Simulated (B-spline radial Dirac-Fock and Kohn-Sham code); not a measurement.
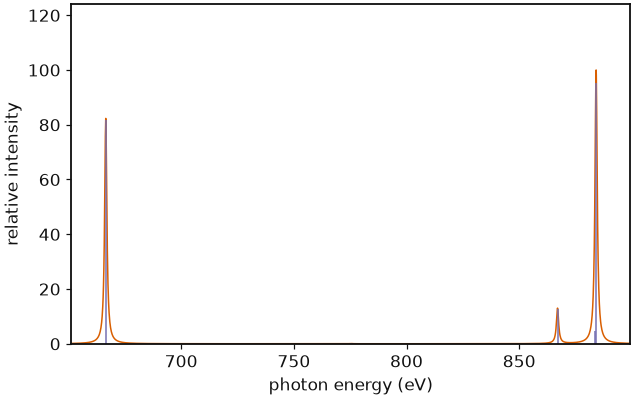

X-ray emission lines that fill an M5 (3d5/2) hole, broadened by a Lorentzian of 1.2 eV full width. Multiplet splitting by the open shell is left out. System: the ion Ce⁺, configuration [Xe] 4f1 5d2. Computed with a B-spline radial atomic code: independent-particle rates on relativistic LDA orbitals of the hole state (multipoles to L = 3), energies from Dirac–Fock ΔSCF.

**What multipole carries the M5-N5 line?**

E2; it is forbidden as an electric dipole and holds 0.057 % of the emission.

**What are the natural width, lifetime and fluorescence yield of the M5 hole?**

Width 0.789 eV, lifetime 0.834 fs, fluorescence yield 0.00108.

**How far apart are M5-N7 (Mα1) and M5-N3 (Mζ1), and what is their intensity ratio?**

218 eV apart, with M5-N3 at 0.86 of the intensity of M5-N7.

**Which line is the strongest, where is it and what share of the photons does it carry?**

M5-N7 (Mα1) at 884.1 eV, 48.9 % of the radiative decays.
